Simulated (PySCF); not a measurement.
## Run report: C2H7OSi, EPR calculation

System: C2H7OSi, multiplicity 2.
Method: UKS B3LYP, pcH-1 on C H O Si, non-relativistic, mean-field spin-orbit, GIAO (PySCF 2.14.0).

It belongs to a series of runs on one base structure; here: X = H replaced by OC2H5.

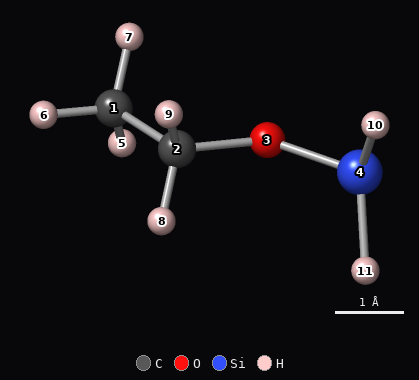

The structure as given in the input (ball-and-stick view, seen at a tilt; atoms are numbered from 1 in the order of the input).

### Results in brief

- outcome: converged
- total energy: −445.137745 hartree
- ⟨S²⟩: 0.751
- isotropic g: 2.0026
- hardware: 1 CPU thread, shared host
- wall time: 19 s
- peak memory: 0.68 GiB

### Input file
```
{"job": {"kind": "epr", "basis": "pcH-1"}, "charge": 0, "multiplicity": 2}
C     -1.568802     0.700938     0.145958
C     -0.345085    -0.136806     0.475936
O      0.705204     0.203166    -0.397360
Si     2.206309    -0.395742    -0.463761
H     -1.877210     0.517308    -0.880179
H     -2.386882     0.447448     0.815425
H     -1.334217     1.757030     0.253261
H     -0.573465    -1.204511     0.370808
H     -0.027892     0.041113     1.510905
H      2.975782    -0.116690     0.742755
H      2.231683    -1.810585    -0.814781
```

The first line tells a small driver script what to run in PySCF; the rest is the geometry in Å.

Launched with:
```bash
OMP_NUM_THREADS=1 python <driver script> task.json out
```

### What the program printed
```
UKS, coarse grid
  cycle   1  E = -445.03336066  |g| = 5.41e-01
  cycle   2  E = -444.75650009  |g| = 1.00e+00
  cycle   3  E = -445.13422839  |g| = 9.12e-02
  cycle   4  E = -445.13695201  |g| = 4.24e-02
  cycle   5  E = -445.13777393  |g| = 5.99e-03
  cycle   6  E = -445.13779195  |g| = 1.06e-03
  cycle   7  E = -445.13779254  |g| = 7.06e-04
UKS, final grid
  cycle   1  E = -445.13774503  |g| = 8.81e-04
  cycle   2  E = -445.13774479  |g| = 1.18e-03
  cycle   3  E = -445.13774536  |g| = 1.03e-04
  cycle   4  E = -445.13774537  |g| = 2.10e-05
E = -445.13774537 Eh   <S^2> = 0.7511 (exact 0.7500)
g shifts (ppm)      1          2          3
  rmc          -140       -140       -140
  gc             62         18         57
  oz_so        -707        -89       1910
  total        -785       -211       1827
hyperfine (MHz)  atom isotope    a_iso     a_fc   dipolar eigenvalues
    0   13C      -1.09      -1.09     -0.39     -0.32      0.71
    1   13C      36.43      36.44     -2.93     -2.83      5.76
    2   17O     -78.42     -78.36    -10.22      4.48      5.74
    3  29Si    -608.64    -609.70   -165.33     82.47     82.87
    4    1H      -0.01      -0.01     -1.03     -0.85      1.88
    5    1H       0.87       0.87     -0.71     -0.53      1.23
    6    1H      -0.01      -0.01     -1.03     -0.85      1.88
    7    1H      -1.95      -1.95     -2.58     -1.21      3.79
    8    1H      -1.95      -1.96     -2.57     -1.22      3.79
    9    1H      70.93      70.92     -9.51      1.03      8.48
   10    1H      71.02      71.01     -9.51      1.03      8.48
```

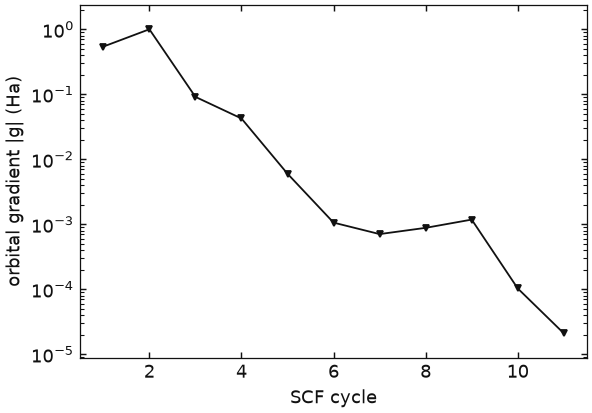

Convergence of the self-consistent field: orbital gradient |g| against the SCF cycle. All cycles printed in the log are drawn one after another.

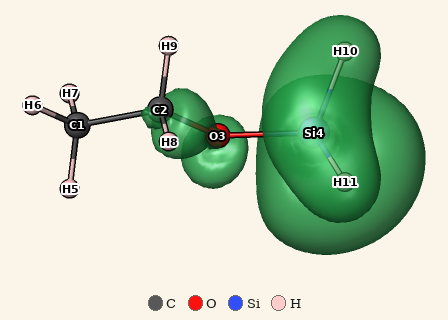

Isosurfaces of the spin density (α minus β) at +0.01 (green) and −0.01 e/Å³ (red), seen at a tilt. The unpaired spin (1 electron) lies mostly on Si4 (about 0.8), in electrons by Hirshfeld's partition. Only one sign reaches the isovalue.

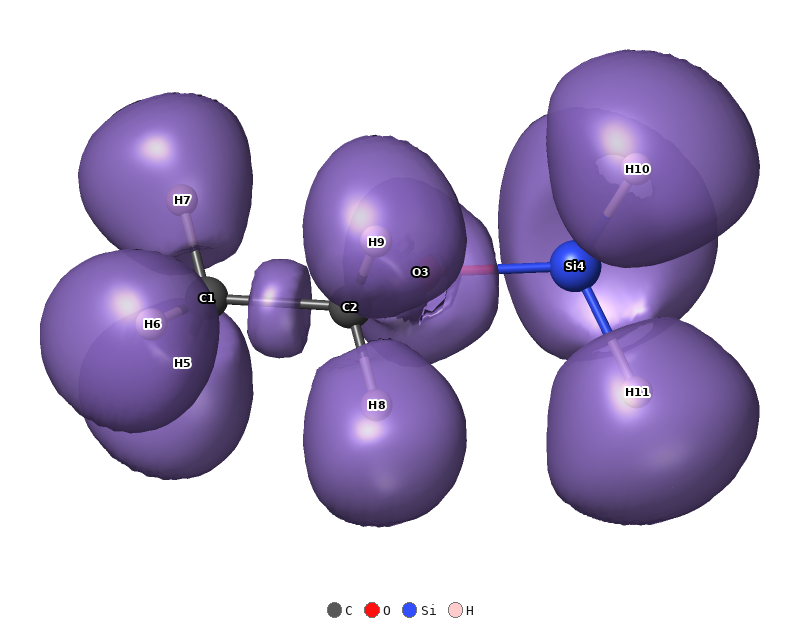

Isosurface of the ELF at 0.75 (purple), seen at a tilt. Core shells and regions of very low density are left out. Profiles from the grid: C–O (1.41 Å): the ELF peaks at about 0.85 between the atoms (a shared but strongly polarised pair). C–C (1.52 Å): the ELF peaks at about 0.95 between the atoms, which marks a shared electron pair.

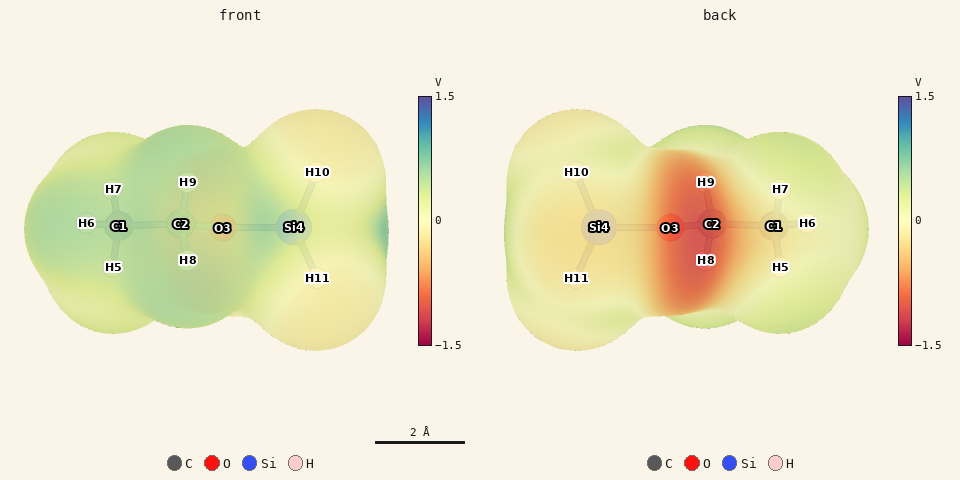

The electrostatic potential painted on the density surface at 0.001 e/bohr³, seen face on and from behind; the colour scale runs from red (negative) to blue (positive).
